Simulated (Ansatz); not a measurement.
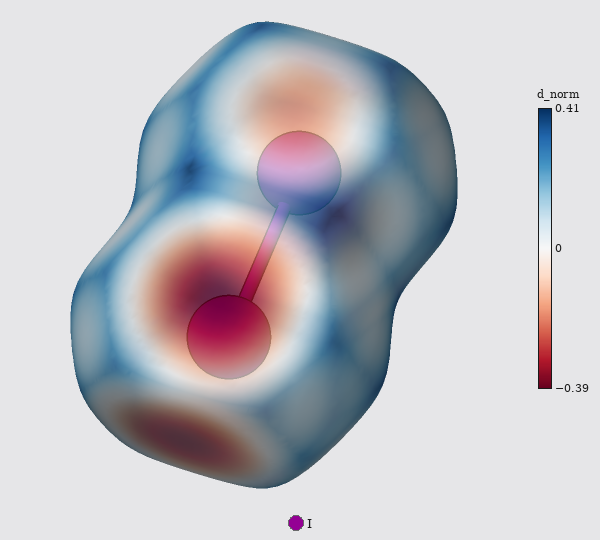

Hirshfeld surface computed for the I₂ molecule in I (Cmce, No. 64), coloured by d_norm.

The surface is where the fragment's share of the procrystal density (the sum of the densities of spherically averaged neutral Hartree-Fock atoms) equals one half. d_i and d_e are the distances from the surface to the nearest nucleus inside and outside; d_norm adds both, each measured against its van der Waals radius (Alvarez: I 2.04 Å), so red marks contacts shorter than the sum of radii, white equal and blue longer. From Rb on the atoms have core potentials, so only their outer electrons count.

Origin of the cell: the end point of a relaxation at fixed volume with DFT PBE+D3(BJ), scalar-relativistic, plane waves, PAW in Ansatz 0.2.0.

```xyz
8
Lattice="7.0735 0.0000 0.0000 0.0000 4.4042 0.0000 0.0000 0.0000 9.5841" Properties=species:S:1:pos:R:3 pbc="T T T"
I     3.5368    2.9778    8.4081
I     3.5368    0.7757    5.9680
I     3.5368    1.4264    1.1760
I     3.5368    3.6286    3.6160
I     0.0000    0.7757    8.4081
I     0.0000    2.9778    5.9680
I     0.0000    3.6286    1.1760
I     0.0000    1.4264    3.6160
```

**Which contact with the surroundings is the closest relative to the atoms' sizes?**

I···I at 3.29 Å, 81 % of the sum of the van der Waals radii.

**How is the surface shared among contacts (both directions of a pair summed)?**

I···I 100 %.

**Give the size and shape of the surface.**

It encloses about 70 Å³, has an area of about 90 Å² and a globularity of 0.91 (1 for a sphere).
